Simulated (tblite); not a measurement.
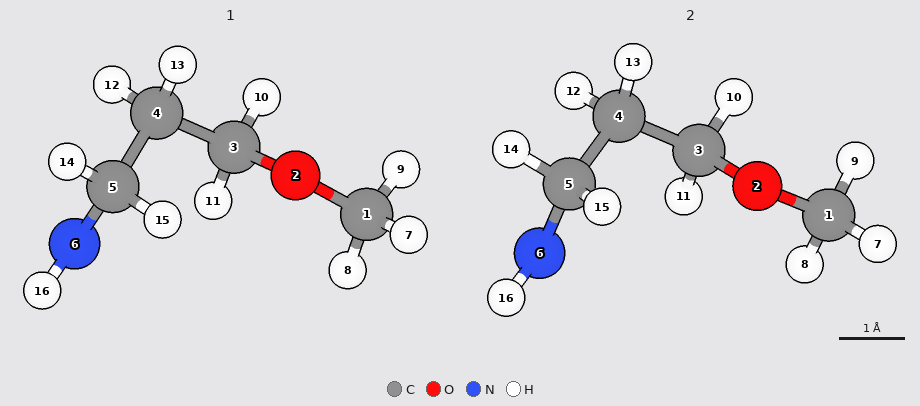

Two geometries of C4H10NO (multiplicity 2), drawn at one scale. One is the start of a relaxation, the other its converged end. Style: ball-and-stick. Shown at a tilt.

Computed with GFN2-xTB geometry optimisation, gas phase (tblite). 

Q: Which geometry has the lower energy?

A: Structure 1 is the relaxed one. After 66 geometry steps the energy has fallen by 0.375 eV. H15 moves most after the best rigid fit: 0.50 Å. Largest moves by element: H 0.50 Å, N 0.18 Å, O 0.18 Å, C 0.14 Å. Near-neighbour distances that change, for instance: C5–N6 1.460 → 1.393 Å, C4–H13 1.128 → 1.090 Å, N6–H16 1.054 → 1.018 Å, C4–H12 1.115 → 1.089 Å. Bond angles that change, for instance: C4–C5–H14 104.0° → 110.8°, C4–C5–H15 113.8° → 107.4°, N6–C5–H14 106.7° → 112.3°. Cost: 0.69 s on 1 thread of Intel(R) Xeon(R) Processor @ 2.70GHz (shared host).
